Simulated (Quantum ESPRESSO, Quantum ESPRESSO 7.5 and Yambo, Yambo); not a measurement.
**Excitons of AlN (F-43m) on ever denser meshes**

Wanted: excitons and ε₂ of AlN (F-43m), with cost.

Main program and level: Quantum ESPRESSO 7.5 and Yambo 5.3.0; PBE and many-body steps on it, plane waves.

## 1. The structure

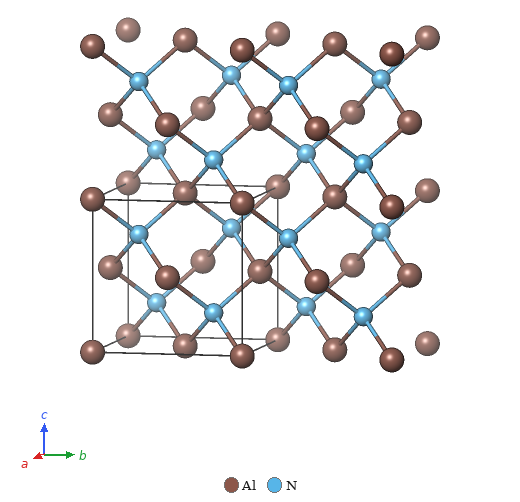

The starting structure, seen slightly off an axis (aluminium brown, nitrogen blue). 1×2×2 cells are drawn. This picture shows the conventional cell, with its axes. Bonds to atoms that aren't drawn are left out. Some periodic images of atoms are drawn too.

The cell and positions are those that the Materials Project relaxed with its own functionals (PBE, PBE+U or r2SCAN), kept fixed. This is not the form that AlN usually takes at ambient conditions.

## 2. Empty states on the mesh, 4×4×4 mesh, 51 bands

This step: Quantum ESPRESSO 7.5; DFT, PBE, plane waves, norm-conserving pseudopotentials.

The sums over transitions need many empty states on a uniform mesh; this step solves for them.

pw.in

```
&control
  calculation = 'nscf'
  prefix = 'x'
  outdir = 'o'
  pseudo_dir = 'pseudo'
/
&system
  ibrav = 0
  nat = 2
  ntyp = 2
  ecutwfc = 72.0
  nbnd = 51
  force_symmorphic = .true.
/
&electrons
  conv_thr = 1e-9
  electron_maxstep = 80
  diago_full_acc = .true.
  diago_thr_init = 5e-6
/
ATOMIC_SPECIES
  Al 26.982 Al.upf
  N 14.007 N.upf
CELL_PARAMETERS angstrom
  -0.0000000000 2.1839935596 2.1839935596
  2.1839935596 -0.0000000000 2.1839935596
  2.1839935596 2.1839935596 -0.0000000000
ATOMIC_POSITIONS crystal
  Al 0.0000000000 0.0000000000 0.0000000000
  N 0.7500000000 0.7500000000 0.7500000000
K_POINTS automatic
  4 4 4 0 0 0
```

On the command line:

```bash
OMP_NUM_THREADS=1 mpirun -n 8 pw.x -nk 4 -in pw.in > pw.out
```

Output:

```text
Program PWSCF v.7.5 starts

     This program is part of the open-source Quantum ESPRESSO suite
     for quantum simulation of materials; please cite
         "P. Giannozzi et al., J. Phys.:Condens. Matter 21 395502 (2009);
         "P. Giannozzi et al., J. Phys.:Condens. Matter 29 465901 (2017);
         "P. Giannozzi et al., J. Chem. Phys. 152 154105 (2020);
     in publications or presentations arising from this work. More details at

     Atomic positions and unit cell read from directory:
     o/x.save/

     Message from routine setup:
[...]
91.8324  91.8324  92.3060

          k =-0.3536-0.3536 0.3536 (  1458 PWs)   bands (ev):

[...]
66.7775  71.3619  72.8126  74.8721  74.8721  77.2795  77.2795  78.2690
    82.0128  85.8657  85.8657  88.7863  88.7863  91.6992  91.6992  92.8200
    93.8518  93.8518  94.5716

          k = 0.3536 0.0000 0.0000 (  1475 PWs)   bands (ev):

     [... further k-points ...]

     highest occupied, lowest unoccupied level (ev):     6.9565   10.2814

     XML data file, pseudopotentials, collected wavefunctions

=------------------------------------------------------------------------------=
   JOB DONE.
=------------------------------------------------------------------------------=
```

Elapsed: 1.2 s, on 8 MPI ranks of Arm Neoverse V2, shared host; peak memory 0.05 GiB; 8.2 s of CPU time.

This step gave:

| Quantity | Value |
| --- | --- |
| gap | 3.325 eV |
| k of the valence top | 0, 0, 0 |
| k of the conduction bottom | 0, -0.5, -0.5 |
| least direct gap | 4.192 eV |
| k points computed | 8 |
| lowest point of the top converged band, above the valence top | 80.5799 eV |

On this mesh the gap is 3.325 eV.

The density comes from a self-consistent run that is not shown.

## 3. Conversion and set-up

This step: Yambo 5.3.0; conversion and set-up on PBE, plane waves, norm-conserving pseudopotentials.

The states are converted to the many-body program's format and the q mesh is built.

On the command line:

```bash
(cd o/x.save; p2y > p2y.log; mv SAVE ../..); yambo > setup.log
```

Output:

```text
 Yambo, version 5.3.0

 [02] CORE Variables Setup
 =========================

  [02.01] Unit cells
  ==================

  Cell kind             :  FCC
  Atoms in the cell     :  Al  N
  number of Al atoms    :  1
  number of N  atoms    :  1

  List of atomic masses
  Mass of Al    :  26.98200
  Mass of N     :  14.00700

  List of atomic coordinates    : [cc]
  Al1       :  0.000000  0.000000  0.000000  order 1
  N1       :  6.190725  6.190725  6.190725  order 2

  Alat factors          :  4.127150  4.127150  4.127150 [a.u.]
  Direct lattice volume :  140.5985 [a.u.]
[...]
==========================================

 IBZ Q-points                                      :   8
 BZ  Q-points                                      :   64

 K/Q-points units:
 rlu = crystal or reduced units; cc = cartesian coordinates; iku = interal k-units

 Q [1]          [rlu]:  0.000000  0.000000  0.000000
 Q [2]          [rlu]: -0.52978E-17 -0.52978E-17  0.25000
 Q [3]          [rlu]:  0.10596E-16  0.10596E-16 -0.50000
[...]
Q [7]          [rlu]: -0.39890E-16 -0.50000     -0.50000
 Q [8]          [rlu]:  0.250000 -0.500000 -0.250000

  [03.01] X indexes
  =================

   [03.01.01] Sigma indexes
   ========================

 [06] Game Over & Game summary
```

It took 1.9 s on 1 MPI rank; peak memory 0.23 GiB.

## 4. Screening and self-energy, 4×4×4 mesh, 51 bands, screening to 163.3 eV

G0W0 replaces the xc potential by the self-energy, built once from these orbitals. Only a window of levels is corrected, while the sums run over the empty bands that the input names.

This step: G0W0 on PBE, plane waves, norm-conserving pseudopotentials.

gw1.in

```
HF_and_locXC
gw0
dyson
ppa
em1d
rim_cut
RandQpts= 1000000
RandGvec= 1 RL
EXXRLvcs= 72 Ry
VXCRLvcs= 288 Ry
Chimod= "HARTREE"
% BndsRnXp
 1 | 51 |
%
NGsBlkXp= 12 Ry
% LongDrXp
 1 | 1 | 1 |
%
% GbndRnge
 1 | 51 |
%
DysSolver= "n"
ExtendOut
PPAPntXp= 27.21138 eV
% QPkrange
 1 | 1 | 3 | 6 |
 7 | 7 | 3 | 6 |
%
```

On the command line:

```bash
OMP_NUM_THREADS=1 mpirun -n 8 yambo -F gw1.in -J gw1 -C gw1 > gw1.log
```

Output:

```text
 Yambo, version 5.3.0

 [02] CORE Variables Setup
 =========================

  [... cell, symmetries and grids as in the set-up ...]

  [02.05] Energies & Occupations
  ==============================

  [X] === General ===
  [X] Electronic Temperature                        :  0.000000  0.000000 [eV K]
  [X] Bosonic    Temperature                        :  0.000000  0.000000 [eV K]
  [X] Finite Temperature mode                       : no
  [X] El. density                                   :  0.38398E+24 [cm-3]
[...]
QP @ state[ 1 ] b range                          :   3   6
   QP @ state[ 2 ] K range                          :   7   7
   QP @ state[ 2 ] b range                          :   3   6
   GF energies kind                                 : Perdew, Burke & Ernzerhof(X)+Perdew, Burke & Ernzerhof(C)
   GF WF`s kind                                     : Perdew, Burke & Ernzerhof(X)+Perdew, Burke & Ernzerhof(C)
   Xs energies kind                                 : Perdew, Burke & Ernzerhof(X)+Perdew, Burke & Ernzerhof(C)
   Xs WF`s kind                                     : Perdew, Burke & Ernzerhof(X)+Perdew, Burke & Ernzerhof(C)

 [11] Game Over & Game summary
```

Wall time 7.1 s (8 MPI ranks); peak memory 2.2 GiB; 46 s of CPU time.

This step gave:

```yaml
g0w0_gap_on_the_points_computed: 4.373 eV
starting_gap_on_the_mesh: 3.325 eV
k_of_the_valence_top: 0, 0, 0
k_of_the_conduction_bottom: 0, -0.5, -0.5
least_direct_g0w0_gap_on_the_computed_points: 5.519 eV
```

The gap on the mesh goes from 3.32 eV to 4.37 eV, a correction of +1.05 eV.

The gap opens by 1.048 eV; the next steps shift the empty bands rigidly by 1.327 eV, the correction at the start's least direct gap.

## 5. Empty states on the mesh, 4×4×4 mesh, 12 bands

This step: Quantum ESPRESSO 7.5; DFT, PBE, plane waves, norm-conserving pseudopotentials.

pw.in: that of step 2 with these lines changed.

```diff
@@ -11,3 +11,3 @@
   ecutwfc = 72.0
-  nbnd = 51
+  nbnd = 12
   force_symmorphic = .true.
```

On the command line:

```bash
OMP_NUM_THREADS=1 mpirun -n 8 pw.x -nk 4 -in pw.in > pw.out
```

Output:

```text
[banner, memory and clock lines left out]
Program PWSCF v.7.5 starts

     Atomic positions and unit cell read from directory:
     o/x.save/

     Message from routine setup:
     using ibrav=0 with symmetry is DISCOURAGED, use correct ibrav instead

     bravais-lattice index     =            0
     lattice parameter (alat)  =       5.8367  a.u.
     unit-cell volume          =     140.5985 (a.u.)^3
     number of atoms/cell      =            2
     number of atomic types    =            2
     number of electrons       =         8.00
[...]
-8.0106   6.9565   6.9565   6.9565  11.1486  19.5460  19.5460  19.5460
    24.7019  24.7019  26.0437  26.0437

          k = 0.1768 0.1768-0.1768 (  1447 PWs)   bands (ev):

    -7.1600   3.6988   6.7010   6.7010  13.4084  17.9339  19.3059  19.3059
    23.2695  23.2695  24.1996  31.5170

          k =-0.3536-0.3536 0.3536 (  1458 PWs)   bands (ev):

    -5.9603   1.1012   6.4764   6.4764  14.3489  16.8022  18.1283  18.1283
    24.9257  27.0220  27.0220  30.5848

          k = 0.3536 0.0000 0.0000 (  1475 PWs)   bands (ev):

     [... further k-points ...]

     highest occupied, lowest unoccupied level (ev):     6.9565   10.2814

     XML data file, pseudopotentials, collected wavefunctions
```

Wall time 0.84 s (8 MPI ranks); peak memory 0.05 GiB.

This step gave:

| Property | Result |
| --- | --- |
| gap | 3.325 eV |
| k of the valence top | 0, 0, 0 |
| k of the conduction bottom | 0, -0.5, -0.5 |
| least direct gap | 4.192 eV |
| k points computed | 8 |
| lowest point of the top converged band, above the valence top | 19.09 eV |

On this mesh the gap is 3.325 eV.

## 6. Conversion and set-up

This step: Yambo 5.3.0; conversion and set-up on PBE, plane waves, norm-conserving pseudopotentials.

On the command line:

```bash
(cd o/x.save; p2y > p2y.log; mv SAVE ../..); yambo > setup.log
```

Output:

```text
 Yambo, version 5.3.0

 [02] CORE Variables Setup
 =========================

  [02.01] Unit cells
  ==================

  Cell kind             :  FCC
  Atoms in the cell     :  Al  N
  number of Al atoms    :  1
  number of N  atoms    :  1

  List of atomic masses
  Mass of Al    :  26.98200
  Mass of N     :  14.00700

  List of atomic coordinates    : [cc]
  Al1       :  0.000000  0.000000  0.000000  order 1
  N1       :  6.190725  6.190725  6.190725  order 2

  Alat factors          :  4.127150  4.127150  4.127150 [a.u.]
  Direct lattice volume :  140.5985 [a.u.]
[...]
==========================================

 IBZ Q-points                                      :   8
 BZ  Q-points                                      :   64

 K/Q-points units:
 rlu = crystal or reduced units; cc = cartesian coordinates; iku = interal k-units

 Q [1]          [rlu]:  0.000000  0.000000  0.000000
 Q [2]          [rlu]: -0.52978E-17 -0.52978E-17  0.25000
 Q [3]          [rlu]:  0.10596E-16  0.10596E-16 -0.50000
[...]
Q [7]          [rlu]: -0.39890E-16 -0.50000     -0.50000
 Q [8]          [rlu]:  0.250000 -0.500000 -0.250000

  [03.01] X indexes
  =================

   [03.01.01] Sigma indexes
   ========================

 [06] Game Over & Game summary
```

Wall time 1.9 s (1 MPI rank); peak memory 0.23 GiB.

(Part 1 of 4 ends here.)

[Paths, hosts, dates, memory and timing lines, banners, echoed tables and standing remarks are left out of the program output.]

[Logs are printed without paths, hosts, clocks, repeated set-up lines and the standing remarks that a program may print on its own settings, such as how far it seeks lower states.]

[Runs of the session that timed out or met a known fault of the program may be left out.]

[Hosts, paths, dates, database ids (printed as entryN), source tags and the programs' standing remarks are cut or masked in the printed files.]
